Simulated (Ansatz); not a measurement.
Profile along the Mg–Mg line in Mg (hcp, Mg type)

Mg (hcp, Mg type), conventional cell a = 3.186 Å, b = 3.186 Å, c = 5.224 Å, α = 90.00°, β = 90.00°, γ = 120.00°. The calculation uses the primitive cell of 2 atoms, to which meshes and values per cell refer.

Fields along a shortest Mg–Mg line of a (1 -1 0 0) plane (3.19 Å), from Mg to Mg, interpolated on the slice's grid (step about 0.2 Å). All values below come from PBE (plane waves to 420 eV, PAW, scalar-relativistic; Ansatz, an electronic-structure program). k mesh 17×17×9. Inside the PAW spheres the values are not all-electron values, and peaks at nuclei hang on which shells count as valence. Mg was relaxed with its symmetry unable to fall.

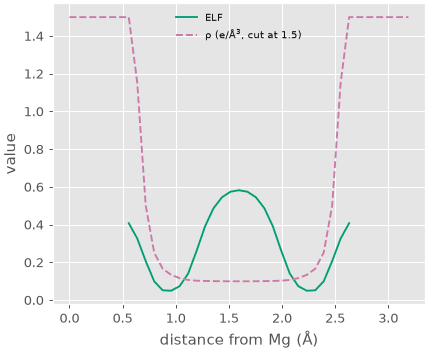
*ELF (away from the nuclei) and valence density from Mg to Mg.*

Density on the Mg–Mg line (3.19 Å) at its midpoint: 0.10 e/Å³. ELF at that point: 0.58. ELF maximum in the middle third of the Mg–Mg line: 0.58, 1.6 Å from Mg.
